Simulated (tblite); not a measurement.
## CH7BSi2: geometry relaxation (part 1 of 2)

System: CH7BSi2, multiplicity 3, SMILES [SiH3]B[C][SiH3].
Method: GFN2-xTB geometry optimisation, gas phase (tblite 0.8.0).

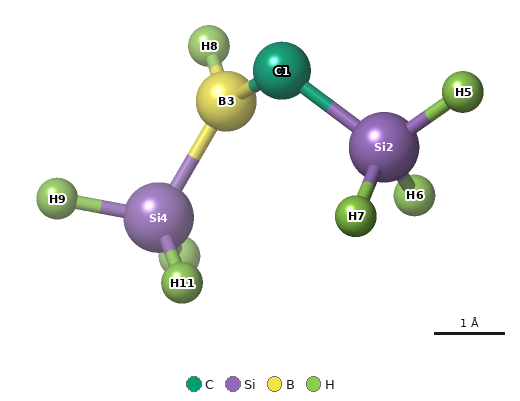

*The input geometry (ball-and-stick view, seen at a tilt; atoms are numbered from 1 in the order of the input).*

Bond lengths as drawn: B–C 1.57 Å, B–H 1.17 Å, B–Si 1.94 Å, C–Si 1.88 Å and H–Si 1.44 to 1.49 Å.

**Summary**

```json
{"quantity": "outcome", "value": "converged"}
{"quantity": "total energy", "value": "−278.5050 eV"}
{"quantity": "hardware", "value": "1 CPU thread, shared host"}
{"quantity": "wall time", "value": "1.7 s"}
{"quantity": "peak memory", "value": "0.18 GiB"}
```

**Input**
```
{"job": {"kind": "relax", "xc": "GFN2-xTB", "basis": "xTB"}, "charge": 0, "multiplicity": 3}
C      0.839216    -0.154840     1.365081
Si     1.950369    -0.538667    -0.096719
B     -0.401029     0.730669     0.983261
Si    -1.825450     0.128335    -0.194841
H      3.370804    -0.537830     0.314051
H      1.768658     0.485246    -1.162131
H      1.591029    -1.892057    -0.611198
H     -0.633232     1.693081     1.610301
H     -3.062439    -0.098704     0.599059
H     -2.117718     1.248726    -1.106046
H     -1.492601    -1.061142    -0.936745
```

The first line tells a small driver script what to run in tblite; the rest is the geometry in Å.

Launched with:
```bash
OMP_NUM_THREADS=1 python <driver script> task.json out
```

**What the program printed**
```
step      E/eV     max force
  0    -277.73807    3.010
  1    -277.94876    1.866
  2    -278.06595    1.826
  3    -278.11641    1.049
  4    -278.18011    0.841
  5    -278.20816    0.779
  6    -278.23229    0.346
  7    -278.24630    0.398
  8    -278.26325    0.491
  9    -278.28048    0.502
 10    -278.30138    0.445
 11    -278.32312    0.459
 12    -278.34367    0.396
 13    -278.35793    0.316
 14    -278.36625    0.264
 15    -278.37354    0.336
 16    -278.38385    0.488
 17    -278.39941    0.513
 18    -278.41445    0.311
 19    -278.42233    0.225
 20    -278.42898    0.222
 21    -278.43473    0.235
 22    -278.43962    0.290
 23    -278.44444    0.210
 24    -278.44870    0.164
 25    -278.45243    0.194
 26    -278.45630    0.228
 27    -278.46064    0.205
 28    -278.46467    0.221
 29    -278.46755    0.131
 30    -278.46944    0.120
 31    -278.47085    0.145
 32    -278.47207    0.123
 33    -278.47351    0.119
 34    -278.47480    0.112
 35    -278.47573    0.071
 36    -278.47627    0.057
 37    -278.47663    0.046
 38    -278.47699    0.053
 39    -278.47753    0.078
 40    -278.47826    0.092
 41    -278.47899    0.083
 42    -278.47946    0.060
 43    -278.47972    0.050
 44    -278.47996    0.055
 45    -278.48037    0.057
 46    -278.48095    0.092
 47    -278.48164    0.100
 48    -278.48230    0.073
 49    -278.48279    0.048
 50    -278.48311    0.047
 51    -278.48340    0.049
 52    -278.48377    0.055
 53    -278.48442    0.065
 54    -278.48553    0.094
 55    -278.48694    0.097
 56    -278.48789    0.066
 57    -278.48836    0.058
 58    -278.48873    0.053
 59    -278.48923    0.085
 60    -278.49016    0.111
 61    -278.49123    0.095
 62    -278.49202    0.056
 63    -278.49239    0.039
 64    -278.49262    0.042
 65    -278.49294    0.052
 66    -278.49341    0.055
 67    -278.49384    0.047
 68    -278.49405    0.025
 69    -278.49414    0.024
 70    -278.49419    0.015
 71    -278.49420    0.010
 72    -278.49422    0.009
 73    -278.49424    0.014
 74    -278.49427    0.021
 75    -278.49432    0.023
 76    -278.49437    0.015
 77    -278.49439    0.015
 78    -278.49440    0.014
 79    -278.49442    0.013
 80    -278.49445    0.018
 81    -278.49451    0.022
 82    -278.49458    0.021
 83    -278.49465    0.025
 84    -278.49470    0.021
 85    -278.49474    0.017
 86    -278.49479    0.023
 87    -278.49488    0.033
 88    -278.49506    0.062
 89    -278.49539    0.094
 90    -278.49594    0.109
 91    -278.49670    0.081
 92    -278.49750    0.053
 93    -278.49779    0.099
 94    -278.49820    0.086
 95    -278.49850    0.060
 96    -278.49911    0.059
 97    -278.49963    0.060
 98    -278.50048    0.088
 99    -278.50098    0.077
100    -278.50122    0.088
101    -278.50163    0.075
102    -278.50201    0.056
103    -278.50244    0.056
104    -278.50270    0.038
105    -278.50303    0.050
106    -278.50325    0.039
107    -278.50340    0.040
108    -278.50363    0.040
109    -278.50393    0.053
110    -278.50432    0.059
111    -278.50456    0.055
112    -278.50463    0.035
113    -278.50473    0.017
114    -278.50476    0.015
115    -278.50481    0.014
116    -278.50483    0.013
117    -278.50485    0.011
118    -278.50487    0.008
119    -278.50488    0.008
120    -278.50490    0.010
121    -278.50491    0.009
122    -278.50492    0.010
123    -278.50494    0.009
124    -278.50495    0.009
125    -278.50496    0.009
126    -278.50498    0.010
127    -278.50499    0.009
128    -278.50500    0.006
```

**Trajectory as extended XYZ (Å, eV, eV/Å), 27 frames, from step=0 to step=128**
```
11
Properties=species:S:1:pos:R:3:forces:R:3 step=0 energy=-277.73807
C     0.8392   -0.1548    1.3651   -1.3440   1.6820  -2.1040
Si    1.9504   -0.5387   -0.0967   -0.0090  -0.5340   0.6660
B    -0.4010    0.7307    0.9833    1.5810  -1.3170   1.9410
Si   -1.8254    0.1283   -0.1948   -0.2500   0.4360   0.0810
H     3.3708   -0.5378    0.3141   -0.2260   0.0100  -0.0560
H     1.7687    0.4852   -1.1621    0.0180  -0.2050   0.1750
H     1.5910   -1.8921   -0.6112    0.1560   0.3480  -0.0210
H    -0.6332    1.6931    1.6103    0.1090   0.1640   0.0160
H    -3.0624   -0.0987    0.5991    0.1870  -0.0360  -0.1760
H    -2.1177    1.2487   -1.1060   -0.1460  -0.1340  -0.1620
H    -1.4926   -1.0611   -0.9367   -0.0760  -0.4140  -0.3600
11
Properties=species:S:1:pos:R:3:forces:R:3 step=5 energy=-278.20816
C     0.8265   -0.0456    1.1928   -0.5570   0.5280   0.1310
Si    1.9795   -0.5841   -0.0876    0.1350  -0.0170  -0.2430
B    -0.4417    0.6878    1.1423    0.2510  -0.2400  -0.1370
Si   -1.8172    0.1454   -0.1819   -0.0920  -0.0520   0.0210
H     3.3662   -0.5410    0.3225    0.3550  -0.0790   0.1590
H     1.7780    0.4413   -1.1280    0.0780   0.0100  -0.1490
H     1.6099   -1.8801   -0.6254    0.0510  -0.3610  -0.1820
H    -0.6147    1.7219    1.6361   -0.0670   0.2580   0.4130
H    -3.0511   -0.1061    0.5801   -0.1150  -0.0670  -0.0630
H    -2.1331    1.2341   -1.1278    0.0330  -0.1230   0.0180
H    -1.5147   -1.0707   -0.9590   -0.0720   0.1420   0.0320
11
Properties=species:S:1:pos:R:3:forces:R:3 step=10 energy=-278.30138
C     0.8141    0.0710    1.0997    0.2750  -0.1310  -0.1810
Si    2.0086   -0.6106   -0.1014    0.0910  -0.0160  -0.1460
B    -0.4766    0.7373    1.1759   -0.0230   0.2300  -0.1490
Si   -1.8485    0.1461   -0.1516    0.0310   0.0240   0.1370
H     3.4239   -0.5770    0.3661   -0.4160  -0.0970  -0.0780
H     1.8208    0.4192   -1.1723    0.1850  -0.2340   0.0690
H     1.6553   -1.9496   -0.6690    0.1860   0.3520   0.2000
H    -0.6351    1.7475    1.7617   -0.1480  -0.1670   0.0880
H    -3.1019   -0.1368    0.5529   -0.1790  -0.0500   0.0120
H    -2.1302    1.1960   -1.1356   -0.0370   0.1050  -0.0310
H    -1.5429   -1.0406   -0.9623    0.0340  -0.0150   0.0800
11
Properties=species:S:1:pos:R:3:forces:R:3 step=15 energy=-278.37354
C     0.8304    0.1558    0.9954   -0.0110   0.0740  -0.0420
Si    2.0323   -0.6170   -0.1334   -0.0790   0.0820   0.1310
B    -0.4657    0.8122    1.1483   -0.1040  -0.1380   0.0240
Si   -1.8847    0.1588   -0.1078   -0.0510   0.0510  -0.0620
H     3.3935   -0.6320    0.3930    0.1220  -0.0060   0.1110
H     1.9091    0.3602   -1.2192    0.1430   0.1110  -0.2830
H     1.7307   -1.9458   -0.6609   -0.0720  -0.1560  -0.0120
H    -0.6914    1.7083    1.8810   -0.0210  -0.1300  -0.0710
H    -3.1770   -0.1683    0.5302    0.1010   0.0710  -0.0140
H    -2.1370    1.1880   -1.1331   -0.0750   0.0750   0.0780
H    -1.5526   -1.0173   -0.9294    0.0470  -0.0350   0.1400
11
Properties=species:S:1:pos:R:3:forces:R:3 step=20 energy=-278.42898
C     0.8311    0.2796    0.8642   -0.0020  -0.0820   0.0210
Si    2.0515   -0.5869   -0.1684    0.1320   0.0110  -0.1770
B    -0.5009    0.8045    1.1402    0.0700   0.0080  -0.0180
Si   -1.9253    0.1907   -0.0964   -0.0100  -0.0920  -0.0440
H     3.3730   -0.6840    0.4633    0.0210   0.1210   0.0780
H     2.0854    0.3042   -1.3547    0.1060  -0.0860   0.0540
H     1.7725   -1.9591   -0.6298   -0.1740   0.0550   0.0200
H    -0.7608    1.5994    1.9575   -0.0160   0.0510   0.1050
H    -3.2125   -0.1606    0.5107   -0.0980   0.0660   0.1000
H    -2.1909    1.2339   -1.0985   -0.0360   0.0190  -0.0220
H    -1.5356   -1.0188   -0.8239    0.0080  -0.0720  -0.1170
11
Properties=species:S:1:pos:R:3:forces:R:3 step=25 energy=-278.45243
C     0.8370    0.2696    0.8428   -0.0350   0.0200  -0.0410
Si    2.0794   -0.5709   -0.1978   -0.0590  -0.0230   0.1830
B    -0.4981    0.7852    1.1352    0.0110   0.0420   0.0030
Si   -1.9370    0.1793   -0.1127    0.0500   0.0000   0.0870
H     3.3714   -0.6520    0.5012   -0.0120   0.0340  -0.0290
H     2.1689    0.2802   -1.3926    0.0890   0.0160  -0.0670
H     1.7158   -1.9395   -0.6091   -0.0280   0.0510   0.0020
H    -0.7756    1.5675    1.9733    0.0720  -0.1160  -0.0600
H    -3.2241   -0.1257    0.5358    0.0210   0.0060  -0.0010
H    -2.2209    1.2516   -1.0867    0.0120  -0.1090  -0.0110
H    -1.5292   -1.0425   -0.8252   -0.1210   0.0790  -0.0670
11
Properties=species:S:1:pos:R:3:forces:R:3 step=30 energy=-278.46944
C     0.8290    0.3206    0.7604    0.0600   0.0430   0.0570
Si    2.1004   -0.5544   -0.2020    0.0160   0.0480  -0.0770
B    -0.4995    0.7887    1.1305   -0.0540  -0.0170  -0.0270
Si   -1.9487    0.1750   -0.0859   -0.0950   0.0190  -0.0710
H     3.3663   -0.6295    0.5425   -0.0140  -0.0250   0.0030
H     2.3071    0.2250   -1.4394    0.0110  -0.0060   0.0610
H     1.6785   -1.9111   -0.5914    0.0250  -0.0090   0.0300
H    -0.7755    1.5000    2.0236    0.0690  -0.0170   0.0000
H    -3.2461   -0.1037    0.5501    0.0240  -0.0350   0.0540
H    -2.2457    1.2194   -1.0808    0.0220   0.0210  -0.0270
H    -1.5782   -1.0272   -0.8435   -0.0630  -0.0220  -0.0030
11
Properties=species:S:1:pos:R:3:forces:R:3 step=35 energy=-278.47573
C     0.8400    0.3478    0.7496   -0.0120  -0.0070  -0.0440
Si    2.1083   -0.5379   -0.2106    0.0070  -0.0020   0.0200
B    -0.5047    0.7790    1.1142    0.0370   0.0040   0.0100
Si   -1.9720    0.1782   -0.0948    0.0630  -0.0020   0.0320
H     3.3567   -0.6283    0.5569    0.0360  -0.0190   0.0280
H     2.3663    0.2115   -1.4500   -0.0160   0.0340   0.0010
H     1.6709   -1.8970   -0.5715    0.0100  -0.0100  -0.0010
H    -0.7572    1.4636    2.0352   -0.0270  -0.0080  -0.0190
H    -3.2487   -0.1049    0.5765   -0.0170  -0.0030   0.0250
H    -2.2527    1.2213   -1.0914   -0.0330   0.0440  -0.0390
H    -1.6192   -1.0304   -0.8500   -0.0490  -0.0300  -0.0130
11
Properties=species:S:1:pos:R:3:forces:R:3 step=40 energy=-278.47826
C     0.8425    0.3554    0.7318    0.0280  -0.0200  -0.0050
Si    2.1193   -0.5356   -0.2090    0.0350  -0.0480   0.0290
B    -0.4992    0.7789    1.1085   -0.0300   0.0100  -0.0240
Si   -1.9712    0.1815   -0.0953   -0.0740  -0.0090  -0.0540
H     3.3647   -0.6372    0.5693   -0.0180   0.0030  -0.0140
H     2.3740    0.2204   -1.4452    0.0090   0.0170   0.0010
H     1.6777   -1.8968   -0.5664    0.0250   0.0260  -0.0040
H    -0.7582    1.4533    2.0345   -0.0070   0.0030  -0.0050
H    -3.2451   -0.1056    0.5907    0.0470   0.0420  -0.0070
H    -2.2621    1.2264   -1.0993   -0.0010  -0.0500   0.0670
H    -1.6547   -1.0378   -0.8556   -0.0130   0.0270   0.0150
11
Properties=species:S:1:pos:R:3:forces:R:3 step=45 energy=-278.48037
C     0.8474    0.3502    0.7242   -0.0260   0.0060   0.0100
Si    2.1352   -0.5374   -0.2036   -0.0130   0.0450  -0.0320
B    -0.4975    0.7753    1.0904    0.0080  -0.0160  -0.0020
Si   -1.9797    0.1790   -0.1038    0.0260   0.0100   0.0440
H     3.3736   -0.6394    0.5798    0.0250  -0.0050   0.0050
H     2.3877    0.2331   -1.4356    0.0160  -0.0270   0.0420
H     1.6838   -1.8909   -0.5632    0.0320  -0.0340  -0.0280
H    -0.7589    1.4413    2.0231   -0.0060   0.0030  -0.0260
H    -3.2348   -0.0897    0.6118   -0.0470   0.0140   0.0240
H    -2.2763    1.2246   -1.0952   -0.0260   0.0230  -0.0210
H    -1.6929   -1.0432   -0.8638    0.0120  -0.0190  -0.0150
11
Properties=species:S:1:pos:R:3:forces:R:3 step=50 energy=-278.48311
C     0.8491    0.3508    0.7076    0.0000  -0.0450  -0.0020
Si    2.1533   -0.5383   -0.1963    0.0150  -0.0230   0.0070
B    -0.4988    0.7680    1.0681    0.0080  -0.0040   0.0210
Si   -1.9980    0.1768   -0.1030   -0.0280   0.0110  -0.0110
H     3.3909   -0.6498    0.5921   -0.0260   0.0170   0.0110
H     2.4211    0.2411   -1.4148    0.0230   0.0140  -0.0220
H     1.7272   -1.8966   -0.5783    0.0130   0.0120  -0.0080
H    -0.7692    1.4294    2.0011    0.0180   0.0230  -0.0080
H    -3.2444   -0.0564    0.6457    0.0010  -0.0210  -0.0160
H    -2.3109    1.2276   -1.0883   -0.0010  -0.0140  -0.0010
H    -1.7327   -1.0498   -0.8699   -0.0210   0.0300   0.0290
11
Properties=species:S:1:pos:R:3:forces:R:3 step=55 energy=-278.48694
C     0.8447    0.3077    0.6834   -0.0270  -0.0130  -0.0120
Si    2.1915   -0.5425   -0.1955   -0.0500   0.0220  -0.0160
B    -0.4953    0.7466    1.0458   -0.0660  -0.0080  -0.0710
Si   -2.0394    0.1885   -0.0970    0.0650   0.0170   0.0670
H     3.4001   -0.6446    0.6305    0.0390   0.0010   0.0580
H     2.5018    0.2564   -1.3924   -0.0090   0.0120  -0.0020
H     1.7958   -1.8979   -0.6101    0.0060  -0.0230  -0.0210
H    -0.7609    1.4324    1.9620    0.0590   0.0210   0.0290
H    -3.2648   -0.0267    0.6881   -0.0190  -0.0100   0.0020
H    -2.3678    1.2234   -1.0879   -0.0050   0.0560  -0.0150
H    -1.8181   -1.0406   -0.8627    0.0080  -0.0720  -0.0200
```
